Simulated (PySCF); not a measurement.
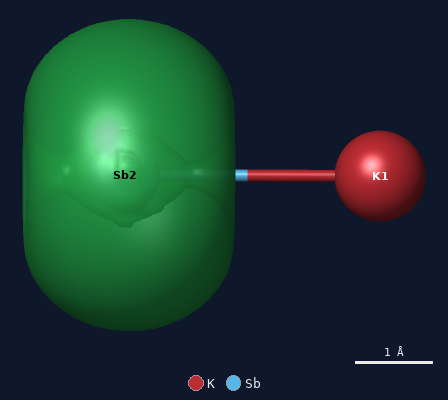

KSb (triplet). Isosurfaces of the spin density at +0.02 (green) and −0.02 e/Å³ (red), seen from one side.

Core potentials replace the inner electrons of Sb.

Theory: PBE0/def2-SVP, non-relativistic Hamiltonian with scalar-relativistic core potentials where named, at a bond length of 3.352 Å (PySCF).

```xyz
2

K     0.0000    0.0000   -2.5350
Sb    0.0000    0.0000    0.8170
```

Which atoms carry the spin?

The unpaired spin (2 electrons) lies mostly on Sb2 (about 2.0), in electrons by Hirshfeld's partition.
